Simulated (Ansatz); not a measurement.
# Decaying states in the gap of CdH2SeO, part 3 of 3

A new crystal, CdH2SeO: structure, gap and complex bands. It is built by putting Se for part of the O in the CdH2O2 structure of space group P1, with the volume rescaled by atomic radii. The parent structure comes from the Materials Project.

Ansatz 0.2.0; PBEsol DFT, plane waves, PAW files (the session's first sound run).

So far, gap on path (eV): step 3 (the bulk crystal and its band edges, PBEsol) 1.21; step 5 (r2SCAN, cutoff 500 eV) 1.74.

The structure was built from a prototype and need not be the compound's stable phase.

### Step 6. Complex bands at another level, cutoff 500 eV

This step: r2SCAN DFT, plane waves, PAW files; complex bands by layer matching along the plane's normal (Ansatz 0.2.0).

The complex bands at that level, over its own gap, at (0, 0) and (0.5, 0).

input.yaml

```yaml
crystal:
  lattice:
    - [5.870528125, 0.0, 0.0]
    - [-2.743299787, 6.500899022, 0.0]
    - [-0.291659679, -0.515557344, 4.102478629]
  atoms:
    - { symbol: Cd, position: [0.2049600923, 0.3373350732, 0.1013097517] }
    - { symbol: Cd, position: [0.8031178232, 0.6717387393, 0.6969925963] }
    - { symbol: H, position: [0.6380994272, 0.0582871629, 0.9035521316] }
    - { symbol: H, position: [0.2915441387, 0.9698209003, 0.1892660838] }
    - { symbol: H, position: [0.3287506823, 0.5801155136, 0.6424576097] }
    - { symbol: H, position: [0.5377538, 0.1526049487, 0.3560232415] }
    - { symbol: Se, position: [0.8310795247, 0.0584245902, 0.6862145768] }
    - { symbol: O, position: [0.40592349, 0.1178443399, 0.1716365084] }
    - { symbol: O, position: [0.3988328717, 0.4741798411, 0.6493660537] }
    - { symbol: Se, position: [0.0518181499, 0.6438938908, 0.2139914463] }
kpoints:
  mp_grid: { grid: [4, 4, 6] }
scf:
  occupations: { method: fixed }
hamiltonian:
  xc: r2scan
output:
  eigenvalues: true
  transmission:
    leads: [[0, 0]]
    kpoints: [[0.0, 0.0], [0.5, 0.0]]
    e_range: [-1.0, 2.74]
    de: 0.07
```

Started as:

```sh
> ansatz run input.yaml --threads 2 --pin off --max-ram 4096MiB --backend cpu --events-out ev --progress --plain --runs-dir out
```

Numbers of over 12 decimals in the logs are rounded to 6 here.

Log:

```text
[...]
Crystal: 10 atoms, lattice volume = 156.566 Å³
Basis set: ecut = 500 eV, 3985 PW (Γ), exchange–correlation on 180×216×128 points (64 copies of the dense FFT grid, shifted against one another)
Bands: 54, of which v1, the nominal top of the filled ones, is band 44 counted from 1 (43 counted from 0)
Symmetry: 1 space group operations
[...]
k-points: 52 of 96 (time reversal used)
[...]
SCF iter   1: F=—  HF=-28696.004255 eV  |F-HF|=—  |Δ(HF+E_count)|=         —  Δρ=5.80e-3  dr2=4.13e-2  dr2_τ=2.59e-1  ethr=1.77e-3  ⟨swp⟩=5.0  Hψ=9200  notcnv=0  defer=409
[...]
SCF iter   8: F=-28695.951472 eV  HF=-28695.951472 eV  |F-HF|=2.30e-8  |Δ(HF+E_count)|=   1.64e-7  Δρ=6.87e-6  dr2=6.67e-8  dr2_τ=7.36e-9  ethr=1.14e-10  ⟨swp⟩=10.2  Hψ=11436  notcnv=0
SCF 1 converged in 8 iterations: F = -28695.951472 eV  dr2 = 6.67e-8
[...]
transmission: 6 of 12 steps passed
transmission: 12 of 12 steps passed
SCF converged after 8 iterations
Free energy (F): -28695.951472 eV
[...]
Internal energy: -28695.951472 eV  (E = F + TS)
E sigma→0 (E₀):  -28695.951472 eV
Fermi energy:    5.141851 eV
[...]
--- Band table (eV; the first three rows and the last of 52) ---
  k-point 0: bands = [... 40 lower, 4.1376, 4.4564, 4.7457, 5.1419, 6.8775, 9.4954, 10.2026, 11.1768, ... 6 higher]
  k-point 1: bands = [... 40 lower, 3.7991, 4.1883, 4.4023, 4.8192, 7.6332, 9.9173, 10.5287, 10.9306, ... 6 higher]
  k-point 2: bands = [... 40 lower, 3.4816, 3.6543, 4.1827, 4.6998, 8.8669, 9.7537, 10.3044, 10.8521, ... 6 higher]
  k-point 51: bands = [... 40 lower, 3.4709, 4.2231, 4.3235, 4.8343, 8.8022, 9.0540, 9.8946, 10.5957, ... 6 higher]
--- Transmission ---
  basis      : 397 plane waves across, 6 finite elements along
  points     : 2, as listed
[...]
channels       : 0.000000e0 a spin
[...]
slowest decay  : 0.1513 /Å at (0.0000, 0.0000)
```

The job ended after 79 s (2 threads of Intel Xeon 6975P-C (Granite Rapids), shared host; peak memory 1.8 GiB; 2.6 min of CPU time).

This step gave:

```yaml
level_to_which_the_leads_are_filled: 0.8678 eV from the Fermi level
decay_constant_at_the_filling_level_zone_centre: 0.1513 Å⁻¹
decay_constant_at_the_filling_level_slowest_listed_point: 0.1513 Å⁻¹
```

K parallel (0, 0); values up to 1.5 1/Å, a degenerate pair printed once or twice; energies at which all values exceed this have no row. The Im kz of the slowest decaying states by energy, zero at the highest filled level on the SCF mesh:

| energy (eV) | decay 1 (Å⁻¹) | decay 2 (Å⁻¹) | decay 3 (Å⁻¹) | decay 4 (Å⁻¹) |
| --- | --- | --- | --- | --- |
| -1.000 | 0.0430 | 0.229 | 0.313 | 0.764 |
| -0.510 | 0.161 | 0.412 | 0.524 | 0.795 |
| -0.020 | 0.253 | 0.356 | 0.839 | 0.862 |
| 0.470 | 0.134 | 0.294 | 0.469 | 0.797 |
| 1.030 | 0.149 | 0.310 | 0.555 | 0.669 |
| 1.520 | 0.103 | 0.308 | 0.577 | 0.600 |
| 2.010 | 0.297 | 0.519 | 0.616 | 0.649 |
| 2.500 | 0.280 | 0.478 | 0.601 | 0.612 |

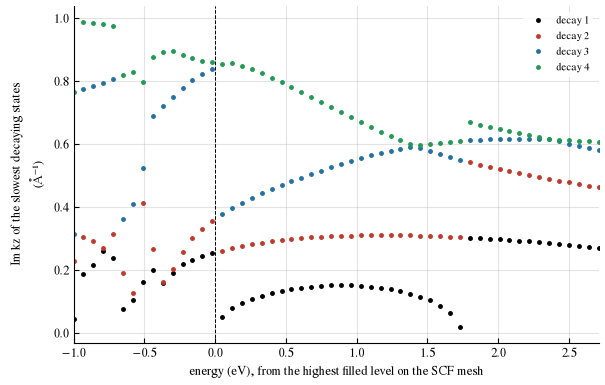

Im kz of the slowest decaying states against energy.

K parallel (0, 0). The Re kz of states that move upwards by energy, zero at the highest filled level on the SCF mesh:

| energy (eV) | channel 1 (Å⁻¹) | channel 2 (Å⁻¹) |
| --- | --- | --- |
| -1.0000 | -0.563 | -0.275 |
| -0.7200 | -0.244 | -0.0796 |
| -0.5100 | -0.619 | -0.160 |
| -0.2300 | -0.137 | - |
| -0.0200 | -0.0338 | - |
| 0.2600 | - | - |
| 0.4700 | - | - |
| 0.7500 | - | - |
| 1.0300 | - | - |
| 1.2400 | - | - |
| 1.5200 | - | - |
| 1.7300 | - | - |
| 2.0100 | 0.137 | - |
| 2.2200 | 0.192 | - |
| 2.5000 | 0.257 | - |

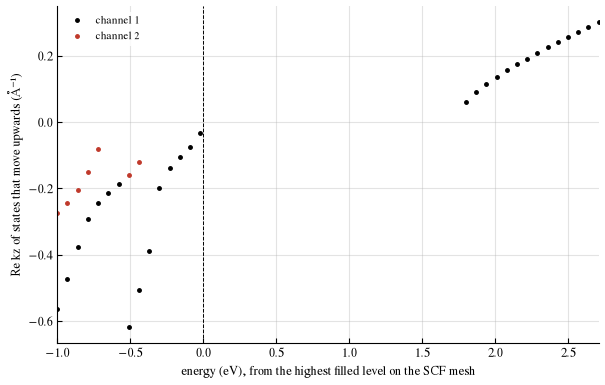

Re kz of states that move upwards, plotted against energy.

K parallel (0.5, 0); values up to 1.5 1/Å, a degenerate pair printed once or twice; energies at which all values exceed this have no row. The Im kz of the slowest decaying states by energy, zero at the highest filled level on the SCF mesh:

| energy (eV) | decay 1 (Å⁻¹) | decay 2 (Å⁻¹) | decay 3 (Å⁻¹) | decay 4 (Å⁻¹) |
| --- | --- | --- | --- | --- |
| -1.0000 | 0.124 | 0.185 | 0.501 | 0.924 |
| -0.7200 | 0.146 | 0.210 | 0.519 | 0.903 |
| -0.5100 | 0.260 | 0.265 | 0.583 | 0.863 |
| -0.2300 | 0.164 | 0.213 | 0.374 | 0.385 |
| -0.0200 | 0.0971 | 0.347 | 0.367 | 0.407 |
| 0.2600 | 0.163 | 0.367 | 0.430 | 0.446 |
| 0.4700 | 0.190 | 0.378 | 0.439 | 0.488 |
| 0.7500 | 0.215 | 0.390 | 0.444 | 0.532 |
| 1.0300 | 0.231 | 0.398 | 0.441 | 0.566 |
| 1.2400 | 0.239 | 0.401 | 0.436 | 0.585 |
| 1.5200 | 0.245 | 0.402 | 0.424 | 0.600 |
| 1.7300 | 0.247 | 0.402 | 0.411 | 0.607 |
| 2.0100 | 0.245 | 0.390 | 0.398 | 0.609 |
| 2.2200 | 0.242 | 0.369 | 0.393 | 0.599 |
| 2.5000 | 0.234 | 0.334 | 0.384 | 0.566 |

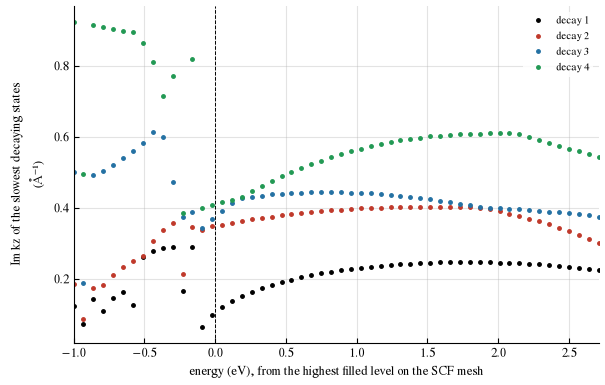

Im kz of the slowest decaying states, plotted against energy.

At the listed wavevectors the last open channel is at -0.02 eV and the next at +1.80 eV on the grid. At +0.89 eV, the grid energy nearest the filling level (the middle of the gap on the SCF mesh), the slowest state at the listed wavevectors decays with κ = 0.151 Å⁻¹, its amplitude falling by e over 6.6 Å; the first such run, plane (100), gave 0.116 Å⁻¹.

### Step 7. A repeat with changed settings

This step: PBEsol DFT, plane waves, PAW files; complex bands by layer matching along the plane's normal; changed: hamiltonian.hubbard = {"sites": [{"species": "Se", "l": "p", "u_eff": 40.0}]}, scf.max_iter = 50 (Ansatz 0.2.0).

This run repeats an earlier one, its twin (the complex run, plane (100)), with two settings changed (scf.max_iter, hamiltonian.hubbard.sites; files written aside). The setting was drawn as a possible misstep, on purpose. Where the input is shown as a difference, that is against the step before, not the twin.

Changes to input.yaml since step 6:

```diff
@@ -20,4 +20,6 @@
   occupations: { method: fixed }
+  max_iter: 50
 hamiltonian:
-  xc: r2scan
+  xc: pbesol
+  hubbard: { sites: [{ species: Se, l: p, u_eff: 40.0 }] }
 output:
@@ -27,3 +29,3 @@
     kpoints: [[0.0, 0.0], [0.5, 0.0]]
-    e_range: [-1.0, 2.74]
-    de: 0.07
+    e_range: [-1.0, 2.21]
+    de: 0.06
```

Log:

```text
Cd: projections on atomic orbitals take those of the free atom [Ar 3d10] 4s2 4p6 4d10 5s2, of charge +0.00 (hamiltonian.pseudopotentials.projection_atoms); the dataset's partial waves leave at most 1.3e-5 of an orbital's norm unspanned inside its sphere
H: projections on atomic orbitals take those of the free atom 1s1, of charge +0.00 (hamiltonian.pseudopotentials.projection_atoms); the dataset's partial waves leave at most 1.2e-11 of an orbital's norm unspanned inside its sphere
Se: projections on atomic orbitals take those of the free atom [Ar] 3d10 4s2 4p4, of charge +0.00 (hamiltonian.pseudopotentials.projection_atoms); the dataset's partial waves leave at most 2.3e-6 of an orbital's norm unspanned inside its sphere
O: projections on atomic orbitals take those of the free atom [He] 2s2 2p4, of charge +0.00 (hamiltonian.pseudopotentials.projection_atoms); the dataset's partial waves leave at most 1.9e-8 of an orbital's norm unspanned inside its sphere
[...]
Crystal: 10 atoms, lattice volume = 156.566 Å³
Basis set: ecut = 420 eV, 3041 PW (Γ)
Bands: 54, of which v1, the nominal top of the filled ones, is band 44 counted from 1 (43 counted from 0)
Symmetry: 1 space group operations
[...]
k-points: 52 of 96 (time reversal used)
[...]
SCF iter   1: F=—  HF=-28370.630639 eV  |F-HF|=—  |Δ(HF+E_count)|=         —  Δρ=8.76e-2  dr2=1.39e1  ethr=3.10e-3  ⟨swp⟩=5.0  Hψ=8620  notcnv=0  defer=413
[...]
SCF iter  12: F=-28384.988614 eV  HF=-28384.988614 eV  |F-HF|=1.29e-8  |Δ(HF+E_count)|=   1.29e-7  Δρ=4.96e-6  dr2=3.27e-8  ethr=1.14e-10  ⟨swp⟩=10.9  Hψ=11594  notcnv=0
SCF 1 converged in 12 iterations: F = -28384.988614 eV  dr2 = 3.27e-8
[...]
transmission: 6 of 12 steps passed
transmission: 12 of 12 steps passed
SCF converged after 12 iterations
Free energy (F): -28384.988614 eV
[...]
Internal energy: -28384.988614 eV  (E = F + TS)
E sigma→0 (E₀):  -28384.988614 eV
Fermi energy:    2.001618 eV
[...]
--- Band table (eV; the first three rows and the last of 52) ---
  k-point 0: bands = [... 40 lower, -0.7685, 0.4451, 1.6551, 1.9908, 6.3247, 7.3910, 8.3732, 10.2549, ... 6 higher]
  k-point 1: bands = [... 40 lower, -0.8122, 0.3449, 1.5810, 1.8778, 6.6747, 7.4124, 8.5296, 10.2814, ... 6 higher]
  k-point 2: bands = [... 40 lower, -0.9091, 0.1718, 1.4086, 1.6817, 7.2318, 7.5808, 8.4697, 9.9922, ... 6 higher]
  k-point 51: bands = [... 40 lower, -0.9278, 0.2567, 1.3713, 1.5593, 6.6638, 7.4275, 8.6221, 9.9467, ... 6 higher]
Occupation matrices written to <dir>
--- Transmission ---
  basis      : 333 plane waves across, 6 finite elements along
  points     : 2, as listed
[...]
channels       : 0.000000e0 a spin
[...]
slowest decay  : 0.4750 /Å at (0.0000, 0.0000)
```

Elapsed: 69 s, on 2 threads; peak memory 1.6 GiB; 2.3 min of CPU time.

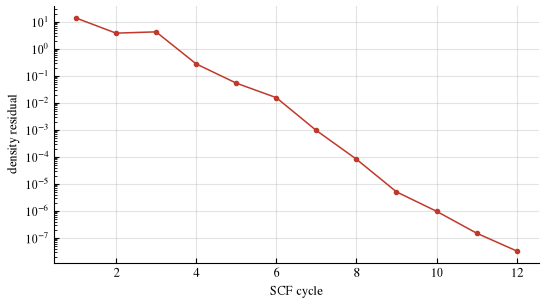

Residual by cycle in this run.

The run finished. A setting was moved off its sound value on purpose, so it serves as a test and not as the result.

The fault put into the input: an enormous or negative U (hamiltonian.hubbard).

The two runs compared:

| quantity | this run | sound run | difference |
| --- | --- | --- | --- |
| Fermi energy (eV) | 2.0016 | 5.3100 | -3.31 |
| gap on the k-mesh (eV) | 4.3231 | 1.2060 | 3.12 |
| level to which the leads are filled (eV from the Fermi level) | 2.1616 | 0.60301 | 1.56 |
| decay constant at the filling level, zone centre (Å⁻¹) | 0.47503 | 0.11606 | 0.359 |
| decay constant at the filling level, slowest listed point (Å⁻¹) | 0.475 | 0.1161 | 0.359 |

The two runs differ clearly in the decay constant at the filling level, zone centre: 0.475 Å⁻¹ against 0.116 Å⁻¹.

### Step 8. What came out

```yaml
band_gap: 1.21 eV
least_decay_constant_at_mid_gap_normal_to_100: 0.116 Å⁻¹
least_decay_constant_r2scan: 0.151 Å⁻¹
```

**Reading.** With PBEsol, the slowest decay at the wavevectors tried is κ = 0.116 Å⁻¹, normal to (100). Through such a film the transmission near mid-gap falls as exp(−2κd), a factor of ten every 9.9 Å. A free electron under a barrier of half the gap would need a mass of 0.085 mₑ to decay at this rate. With r2SCAN the gap goes from 1.21 to 1.74 eV and the decay constant, over the first 2 listed wavevectors, from 0.116 to 0.151 Å⁻¹. The compound is made up by substitution; its stability against other phases and against distortions of the cell's symmetry was not tested. A semilocal functional narrows gaps, so real decay constants are likely larger.

[Logs are printed without paths, hosts, clocks, repeated set-up lines and the standing remarks that a program may print on its own settings, such as how far it seeks lower states.]

[Hosts, paths, dates, database ids (printed as entryN), source tags and the programs' standing remarks are cut or masked in the printed files.]

[New means built here by substitution; the compound itself may be known and measured.]
